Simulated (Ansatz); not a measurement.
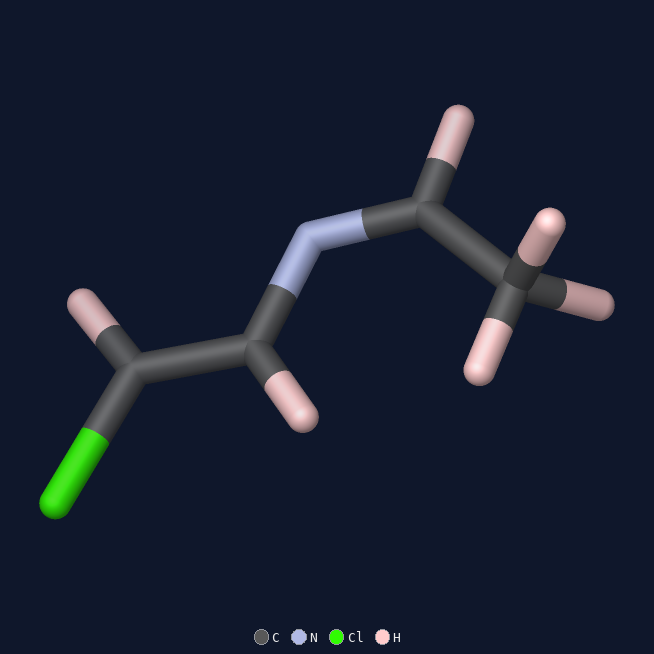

The picture shows a molecular structure as a stick model.

Computed geometry: PBE0-D4/def2-TZVP optimisation.

> Which formula does it have?

C₄H₆ClN, 12 atoms: 4 carbon, 6 hydrogen, 1 chlorine and 1 nitrogen.

> Give a SMILES string for it.

C/C=N\C=C\Cl

> Does it have rings?

It has no ring.

> Name functional groups in it.

Among them: alkene, imine, C–Cl bond.

The parts below concern this one geometry. Atoms keep their numbers from picture to picture.

### Shape

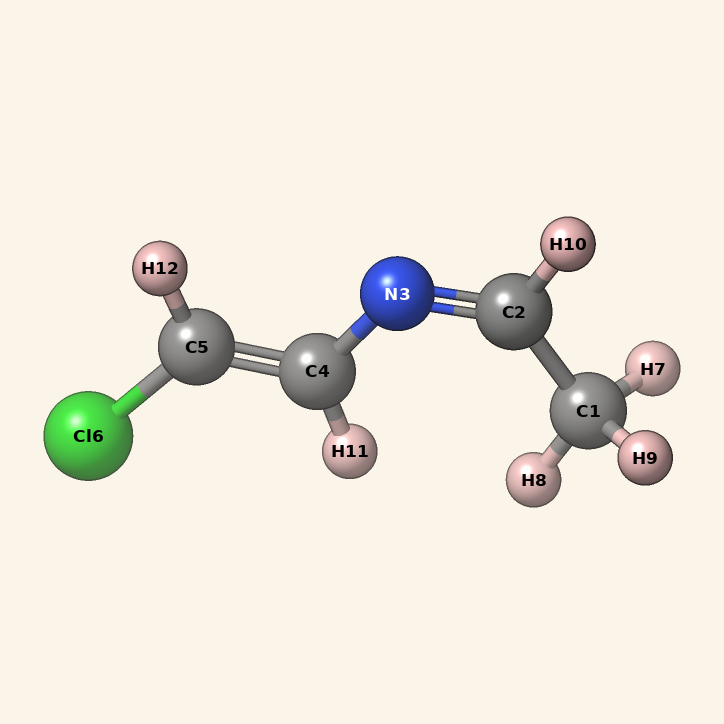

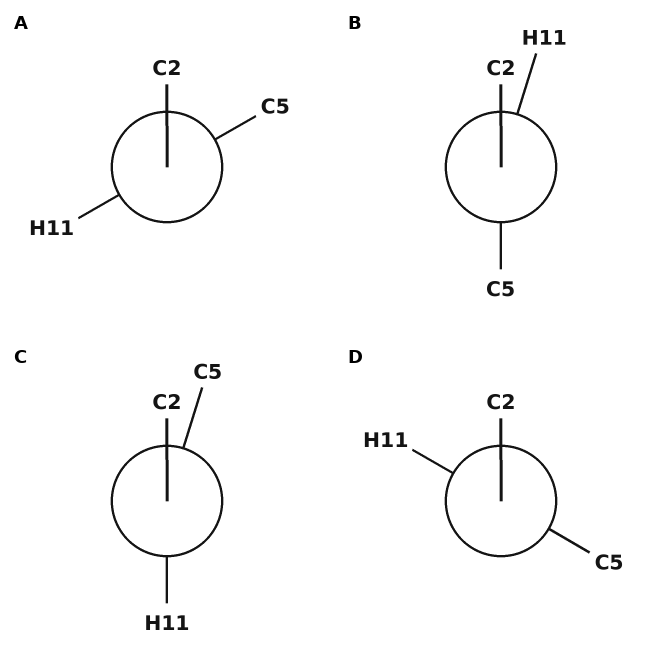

Depth is shown by fading: the farther an atom, the more it takes the colour of the background. Bonds that would overlap in a projection are set slightly apart.

> Which Newman projection shows the view along N3–C4, with N3 in front?

B. The torsion angle C2–N3–C4–C5 is 180°, antiperiplanar (anti).

### Vibrations

Harmonic vibrations computed with RKS PBE0-D4/def2-TZVP (Ansatz 0.2.0) at a stationary point of the same level.

> List the wavenumbers.

30 modes: 65, 88, 138, 203, 355, 406, 481, 605, 814, 871, 888, 936, 958, 1070, 1100, 1154, 1242, 1324, 1390, 1434, 1465, 1473, 1682, 1729, 3049, 3100, 3104, 3142, 3173, 3233 cm⁻¹.

### Dipole moment

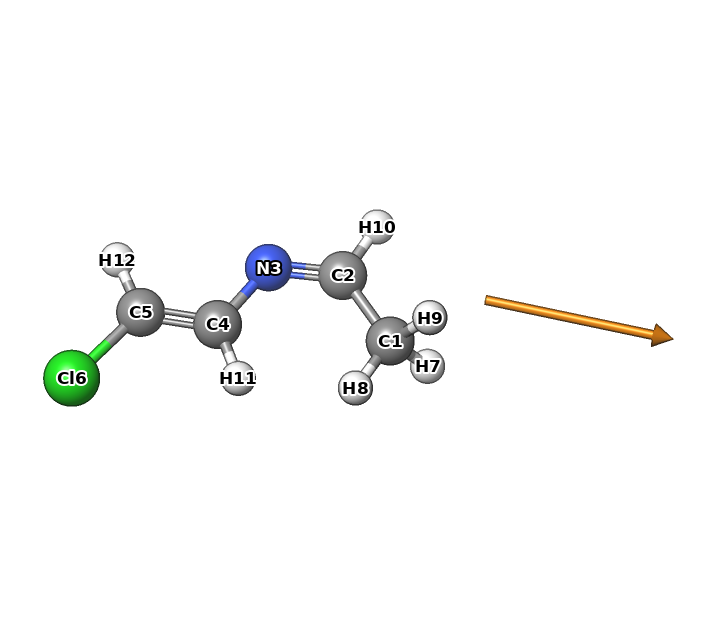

The arrow beside the molecule shows the direction of the dipole moment, from the negative to the positive end (its length means nothing). Properties computed with RKS PBE0-D4/def2-TZVP (Ansatz 0.2.0).

> How large is the dipole moment?

2.53 D; it points from the side of Cl6 to the side of H7, H9 (the outermost atoms at the two ends).

### Charges

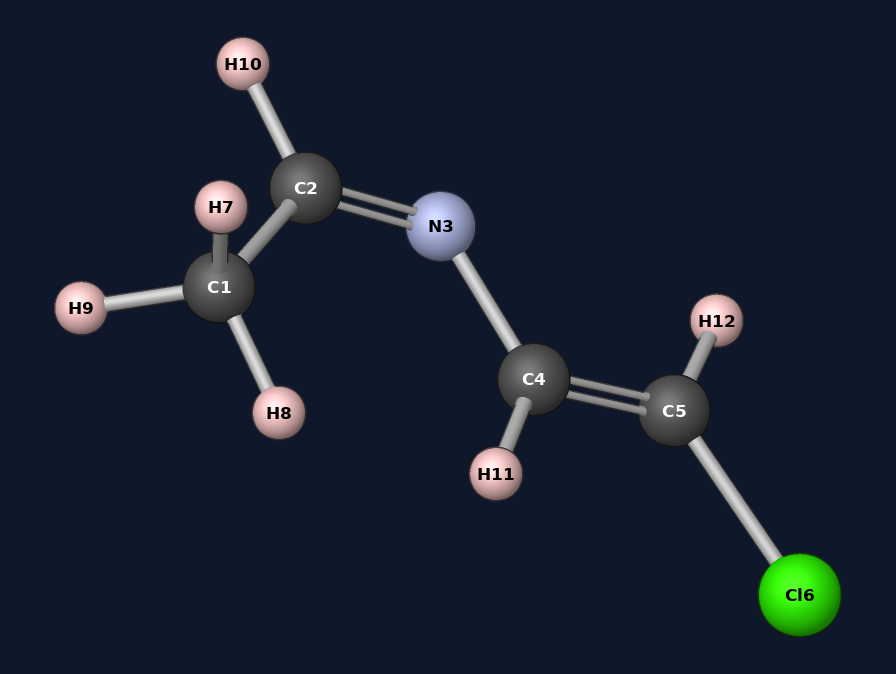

The questions are on Mulliken charges. Level of theory: RKS B3LYP-D4/def2-TZVPP (Ansatz 0.2.0).

List the Mulliken charges.

| atom | value (e) |
| --- | --- |
| C1 | −0.21 |
| C2 | −0.03 |
| N3 | −0.19 |
| C4 | −0.03 |
| C5 | −0.02 |
| Cl6 | −0.09 |
| H7 | 0.09 |
| H8 | 0.08 |
| H9 | 0.09 |
| H10 | 0.11 |
| H11 | 0.07 |
| H12 | 0.13 |

Mulliken values depend strongly on the basis set and can even reverse the polarity of a bond.
